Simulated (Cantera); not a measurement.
A closed system holds: 1 mol TiO2, 5.1 mol CO, 7.9 mol H2, at 17.0 mbar.

Equilibrium computed with Cantera from the NASA thermochemical tables; the gas is ideal and each condensed phase is pure. Candidate condensed phases: C, C6H6, C7H8, C8H18, H2O, Ti, TiC, TiO, TiO2, Ti2O3, Ti3O5, Ti4O7; 113 gas species. Mutual solubility and eutectic melting of coexisting phases are not modelled. Condensed phases not in the tables: Magnéli phases beyond Ti4O7. Kinetics and transport are ignored.

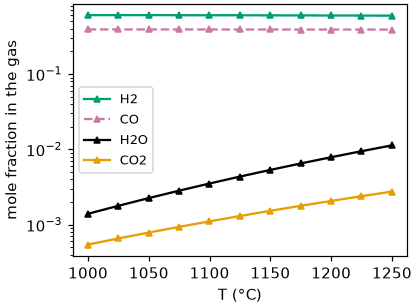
*Equilibrium gas composition (values under 1e-9 drawn at 1e-9)*

Problem. Read off the mole fractions at 1000 °C.

Solution. H2 about 0.61, CO about 0.39, H2O about 0.0014, CO2 about 0.00054.
